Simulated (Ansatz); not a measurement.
**One shape, several levels: SiH3Cl (chlorosilane)**

Aim: a comparison of 6 runs (HF/3-21G, HF/aug-cc-pVDZ, B3LYP/6-31G*, CCSD/aug-cc-pVDZ, CCSD(T)/aug-cc-pVDZ) of SiH3Cl (chlorosilane). 

Program for the calculation: Ansatz 0.2.0.

15 further runs of the same task are left out: 15 set aside as unsound or not needed.

## Step 1: The system as given

SiH3Cl: 5 atoms, total charge 0, spin state singlet. SMILES: `[SiH3]Cl`. The Si1–H5 distance was set to 3.258 Å, away from the relaxed value. At this shape a bond of the SMILES string is far longer than usual.

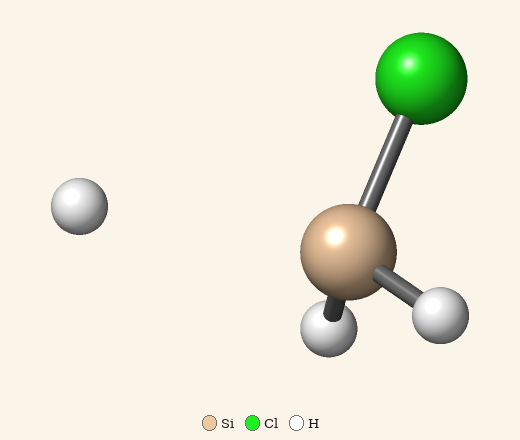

The structure, seen from a chosen angle (silicon light orange, chlorine green, hydrogen white).

## Step 2: The energy at HF/3-21G (run 1)

in.yaml

```yaml
crystal:
  periodic: [false, false, false]
  atoms:
    - {symbol: Si, position_ang: [-0.017442, -1.753530, 0.057658]}
    - {symbol: Cl, position_ang: [1.932858, -2.285630, 0.418458]}
    - {symbol: H, position_ang: [-0.856342, -2.260430, 1.167658]}
    - {symbol: H, position_ang: [-0.440142, -2.357830, -1.226342]}
    - {symbol: H, position_ang: [-0.190800, 1.495400, -0.104700]}
basis:
  gaussian:
    orbitals: 3-21G.json
hamiltonian:
  xc: hf
magnetization:
  spin_polarized: false
output: {orbitals: {seedname: orbitals}}
accuracy: high
```

The basis set 3-21G is read from a file made from the Basis Set Exchange's data (not shown).

Command:

```bash
$ ansatz run in.yaml --threads 1 --pin off --max-ram 2610MiB --events-out events.jsonl --progress --plain --runs-dir runs
```

The program printed:

```text
Warning: RAYON_NUM_THREADS=1 ignored (pool sized by the plan → 1); use --threads N
Functional definition: HF
  name "HF"
  exchange = exact_x
  correlation = 0
659 factors; integrals over basis functions are off by at most 4.7e-9 eV
mean field evaluation 1: about -20305.1242 eV, gradient 1.6e1 eV
mean field evaluation 2: about -20305.1240 eV, gradient 1.6e1 eV
mean field evaluation 4: about -20306.5585 eV, gradient 1.2e0 eV
mean field evaluation 8: about -20306.5692 eV, gradient 5.9e-4 eV
mean field -20306.56917612 eV, -746.2526529354 hartree, gradient 2.7e-8 eV, S^2 0.000000; 0 other end points of the search recorded, 0 dependent functions left out
reference -20306.56917612 eV, -746.2526529354 hartree; 17, 17 occupied and 15, 15 virtual orbitals, 659 factors
Total energy: -20306.56917612 eV, -746.2526529354 hartree
```

Wall time 0.18 s (1 thread of AMD EPYC 9R45 (Zen 5), shared host).

## Step 3: The energy at HF/aug-cc-pVDZ (run 2)

job.yaml

```yaml
crystal:
  periodic: [false, false, false]
  atoms:
    - {symbol: Si, position_ang: [-0.017442, -1.753530, 0.057658]}
    - {symbol: Cl, position_ang: [1.932858, -2.285630, 0.418458]}
    - {symbol: H, position_ang: [-0.856342, -2.260430, 1.167658]}
    - {symbol: H, position_ang: [-0.440142, -2.357830, -1.226342]}
    - {symbol: H, position_ang: [-0.190800, 1.495400, -0.104700]}
basis:
  gaussian:
    orbitals: aug-cc-pVDZ
total_charge: 0
output:
  orbitals: {seedname: orbitals}
accuracy: high
hamiltonian:
  xc: hf
```

Command:

```bash
$ ansatz run job.yaml --threads 1 --pin off --max-ram 2610MiB --events-out events.jsonl --progress --plain --runs-dir runs
```

The program printed:

```text
Warning: RAYON_NUM_THREADS=1 ignored (pool sized by the plan → 1); use --threads N
[... 4 set-up lines as earlier in the session ...]
1647 factors; integrals over basis functions are off by at most 3.9e-9 eV
mean field evaluation 1: about -20408.2298 eV, gradient 1.5e1 eV
mean field evaluation 2: about -20408.2431 eV, gradient 1.5e1 eV
mean field evaluation 4: about -20409.3307 eV, gradient 1.8e0 eV
mean field evaluation 8: about -20409.3515 eV, gradient 5.1e-4 eV
mean field evaluation 16: about -20405.6567 eV, gradient 6.1e0 eV
mean field -20409.35150728 eV, -750.0298339372 hartree, gradient 2.5e-8 eV, S^2 0.000000; 0 other end points of the search recorded, 0 dependent functions left out
reference -20409.35150728 eV, -750.0298339372 hartree; 17, 17 occupied and 64, 64 virtual orbitals, 1647 factors
Total energy: -20409.35150728 eV, -750.0298339372 hartree
```

Run time: 1.1 s. Hardware: 1 thread of AMD EPYC 9R45 (Zen 5), shared host; peak memory 0.2 GiB.

Runs 3 to 5 aren't shown in full; the table further down has their settings and results.

## Step 4: A single-point energy at CCSD(T)/aug-cc-pVDZ (run 6)

in.yaml: that of step 2 with these lines changed.

```diff
@@ -9,9 +9,5 @@
 basis:
-  gaussian:
-    orbitals: 3-21G.json
-hamiltonian:
-  xc: hf
-magnetization:
-  spin_polarized: false
-output: {orbitals: {seedname: orbitals}}
+  gaussian: {orbitals: aug-cc-pVDZ}
+correlation: {method: ccsd_t, frozen_orbitals: {Cl: 5, H: 0, Si: 5}}
 accuracy: high
+scf: {omitted_lower_state_checks: [cluster_reference, increment]}
```

Command:

```bash
$ ansatz run in.yaml --threads 1 --pin off --max-ram 2610MiB --events-out events.jsonl --progress --plain --runs-dir runs
```

The program printed:

```text
Warning: RAYON_NUM_THREADS=1 ignored (pool sized by the plan → 1); use --threads N
[... 12 lines left out ...]
10 core orbitals not correlated: weight in the atoms' cores, before any rotation towards them, 1.000 or more for the frozen orbitals, at most 0.000 for the correlated occupied ones
[... 30 lines left out ...]
WARN: these amplitudes may be one of several solutions (largest doubles amplitude 0.48, level shift 1.40 eV)
Total energy: -20419.15540021 eV, -750.3901203571 hartree
Checks for a lower state left out: cluster_reference, increment
```

It took 3.3 s on 1 thread of AMD EPYC 9R45 (Zen 5), shared host; peak memory 0.41 GiB.

## Step 5: All runs side by side

```tsv
run	level	Cartesian functions	frozen core orbitals	energy (Eh)	HOMO energy (eV)	LUMO energy (eV)	HOMO–LUMO gap (eV)	wall time
1	HF/3-21G	no	–	-746.252653	-8.35	-1.35	7.00	0.18 s
2	HF/aug-cc-pVDZ	no	–	-750.029834	-8.29	-1.32	6.97	1.1 s
3	B3LYP/6-31G* (spherical functions)	no	–	-751.362386	-6.48	-4.05	2.43	1.2 s
4	B3LYP/6-31G* (Cartesian functions)	yes	–	-751.367378	-6.48	-4.05	2.43	1.2 s
5	CCSD/aug-cc-pVDZ	no	10	-750.372528	–	–	–	3 s
6	CCSD(T)/aug-cc-pVDZ	no	10	-750.390120	–	–	–	3.3 s
```

## Step 6: Results

| quantity | value |
| --- | --- |
| run 6: total energy | -750.39012 Eh |
| run 6: correlation energy (10 core orbitals frozen) | -360.3 mEh |
| run 6: (T) correction | -17.59 mEh |
| run 6: T1 diagnostic | 0.046 |

In words: Below the HF energy at the same shape and in the same basis (aug-cc-pVDZ): CCSD -342.7 mEh; CCSD(T) -360.3 mEh. Over runs 1, 2, 3, 4 the HOMO–LUMO gap runs from 2.43 eV (B3LYP/6-31G*) to 7.00 eV (HF/3-21G). The two ends differ in method and basis. In runs 5, 6 the T1 diagnostic is large, so a single reference may not serve. In runs 5, 6 the log says that unrestricted orbitals would lower the reference, so the values rest on an unstable closed-shell determinant (other closed-shell runs at this shape may share the fault). In runs 1, 2, 3, 4, 5, 6 a closed-shell determinant meets a far-stretched bond, which it describes badly. All runs together took 10 s, the longest 3.3 s.
